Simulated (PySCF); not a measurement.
## A study: C₃H₉Ga, SMILES `C[Ga](C)C`

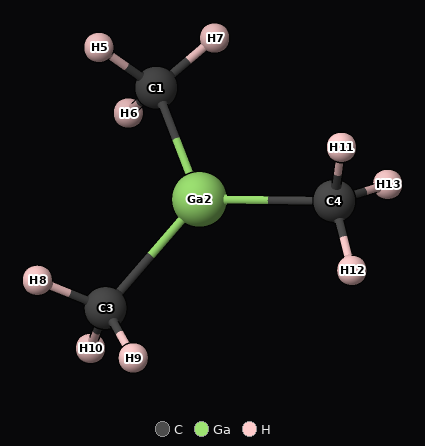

The molecule, with its atoms numbered as below. No frequency check shows the geometry to be a minimum.

Cartesian coordinates (Å):

```
C1       0.6383    1.9379   -0.0015
Ga2     -0.0057   -0.0042    0.0020
C3       1.3837   -1.5064   -0.0028
C4      -2.0087   -0.4218   -0.0009
H5       1.1643    2.1744   -0.9311
H6       1.3396    2.1205    0.8181
H7      -0.1918    2.6418    0.1011
H8       2.1164   -1.3603   -0.8017
H9       0.9220   -2.4875   -0.1419
H10      1.9375   -1.5284    0.9405
H11     -2.4546   -0.1784   -0.9698
H12     -2.2012   -1.4795    0.1984
H13     -2.5357    0.1686    0.7540
```

## 1. Bonding charge

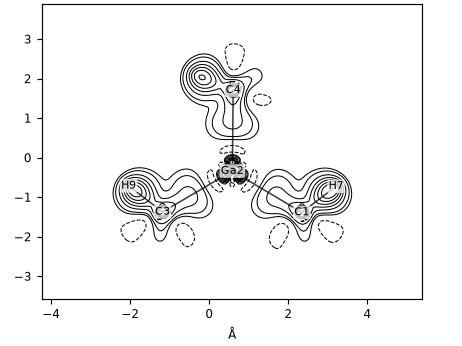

Deformation density (molecule less spherical, spin-averaged free atoms) in the plane of C1, Ga2, C3, C4, H7 and H9; contours at ±0.05 to ±0.8 e/Å³; solid lines: gain, dashed lines: loss.

PySCF calculation, B3LYP/def2-SVPD, gas phase; geometry: GFN2-xTB.

**How much density has each bond in this plane gained at its critical point, relative to the free atoms?**

C3–H9: +0.63 e/Å³ at the bond critical point (bond length 1.09 Å). C1–H7: +0.63 e/Å³ at the bond critical point (bond length 1.09 Å). C1–Ga2: +0.15 e/Å³ at the bond critical point (bond length 2.05 Å). Ga2–C3: +0.15 e/Å³ at the bond critical point (bond length 2.05 Å). Ga2–C4: +0.15 e/Å³ at the bond critical point (bond length 2.05 Å). In all, 2.6 electrons gather in the regions of gain relative to the promolecule. A small or negative value marks a very polar bond, one between electron-rich atoms, whose free-atom densities already overlap strongly, a long bond to a heavier atom, or a closed-shell contact such as a hydrogen bond.

**Where do the Hirshfeld charges lie?**

The highest Hirshfeld charge is on Ga2 (+0.49 e), the lowest on C1 (−0.23 e).

| atom | charge (e) |
| --- | --- |
| C1 | −0.23 |
| Ga2 | +0.49 |
| C3 | −0.23 |
| C4 | −0.23 |
| H5 | +0.02 |
| H6 | +0.02 |
| H7 | +0.02 |
| H8 | +0.02 |
| H9 | +0.02 |
| H10 | +0.03 |
| H11 | +0.03 |
| H12 | +0.02 |
| H13 | +0.02 |

## 2. Bond critical points

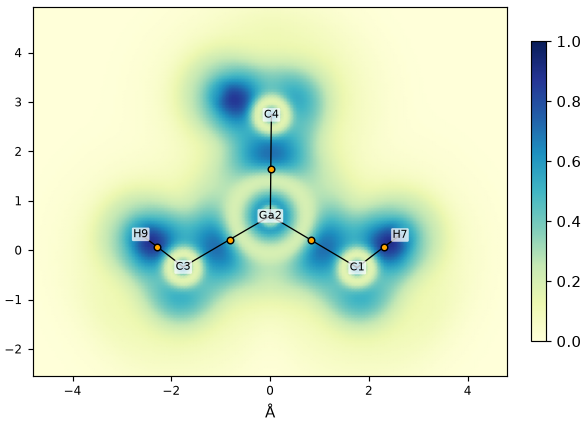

Localised orbital locator (LOL) in the plane of C1, Ga2, C3, C4, H7 and H9, with bond paths and bond critical points (dots).

**Rank the bonds in the plane by LOL at their critical points.**

C3–H9: about 0.87; C1–H7: about 0.87; Ga2–C4: about 0.46; Ga2–C3: about 0.46; C1–Ga2: about 0.45. Values above 0.5 mark slow, localised electrons, as in shared pairs; low values at a critical point mark a polar or closed-shell contact whose critical point lies between the shells.

**Where along C1–H7 does the critical point lie?**

0.68 Å from C1 and 0.41 Å from H7.

## 3. Local ionisation energy

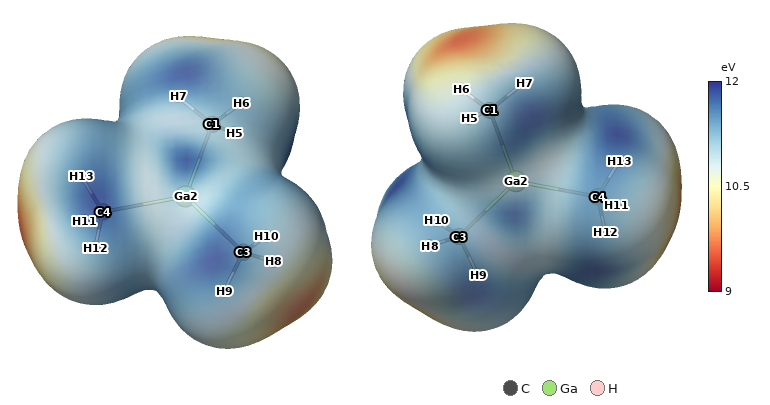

Average local ionisation energy on the surface of electron density 0.001 a.u. (back view left, front view right).

**Locate the minima of the map.**

The lowest value is 9.6 eV, near H7 (1.88 Å), H5 (1.90 Å), C1 (2.05 Å) and H6 (2.05 Å). Further minima include 9.6 eV, near H11 (1.88 Å), H12 (1.93 Å), H13 (2.03 Å) and C4 (2.05 Å); 10.8 eV, off the Ga2–C3 bond (2.2 Å from its atoms), and at like points elsewhere. For comparison, the highest occupied orbital lies at −7.2 eV.

**What volume does the surface enclose, and what is the dipole moment?**

About 131 Å³; the dipole moment is 0.0 D.

## 4. In an electric field

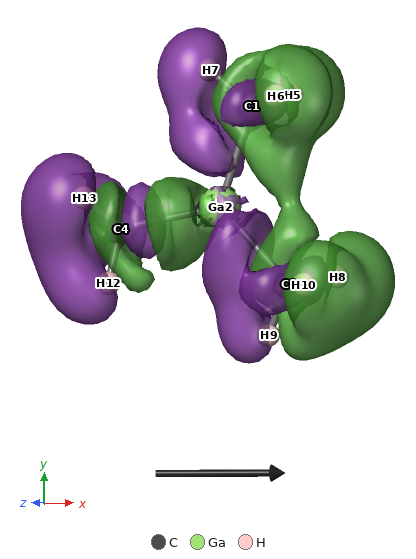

Change of the electron density in a uniform field of 0.10 V/Å along +x (arrow), surfaces at ±0.0005 e/Å³ (purple: gain, green: loss).

Computed with PySCF, r2SCAN/aug-cc-pVDZ, geometry: GFN2-xTB.

**What dipole is induced, and what polarisability does it imply?**

The induced dipole is 0.42 D (along the field); α along this axis, from the fields in both directions, is 82 bohr³ (12.2 Å³).

**Which atoms gain and lose the most charge?**

Electrons gather most on H13 (Hirshfeld charge changes by −0.004 e) and leave H8 most (+0.004 e); 0.035 electrons are displaced in all.

## 5. Removing or adding an electron

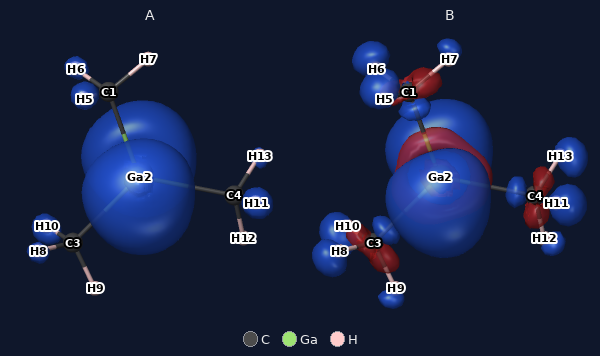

The Fukui function f⁺ from two separate SCF calculations and the density of the LUMO, at ±0.02 e/Å³ (blue positive, red negative).

Level of theory: BP86/def2-SVP (PySCF), at a geometry from GFN2-xTB.

**Which panel is which, and how good is the frozen-orbital picture?**

B is f⁺ (it has negative regions), A the LUMO density. The LUMO lies on Ga2 (71 %) and C1, C3 and C4 (5 % each); f⁺ (Hirshfeld-condensed) is largest on Ga2 (0.52); the vertical electron affinity is −0.86 eV (the stability of the anion's solution wasn't checked; negative, but this basis has no diffuse functions, so it doesn't show that the anion is unbound). Relaxation shifts 23 % of the electron between atoms. The orbital energy is −1.50 eV.

## 6. Localised orbitals

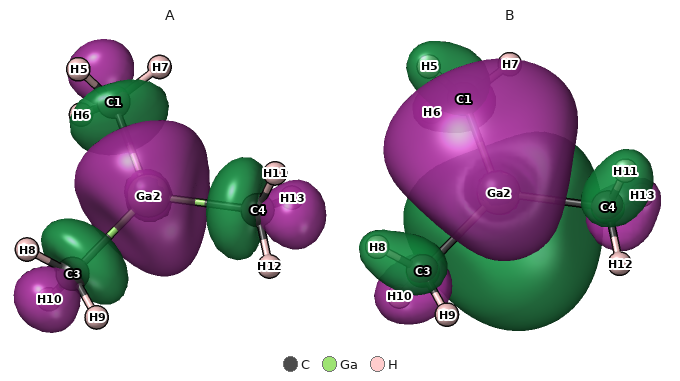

Intrinsic bond orbitals (IBO), occupied and valence-virtual; each surface holds about 85 % of the orbital's density. Energies are diagonal elements of the Fock matrix.

Level of theory: ωB97X/def2-SVP (PySCF), at a geometry from GFN2-xTB.

**Identify each orbital.**

By panel:
- A: antibonding multicentre orbital mainly over Ga2, C4, C3 and C1 (Ga2 51 %, C4 17 %, C3 16 %; 5.5 eV)
- B: empty orbital on Ga2 (Ga2 96 %; 1.6 eV)

**How do all the valence pairs divide up?**

17 pairs: 12 σ bonds and 5 d pairs.

The PySCF runs shown took 11 s, 67 s, 4.3 min and 8.3 s on 1 thread of Intel(R) Xeon(R) 6975P-C (Granite Rapids) (shared host).
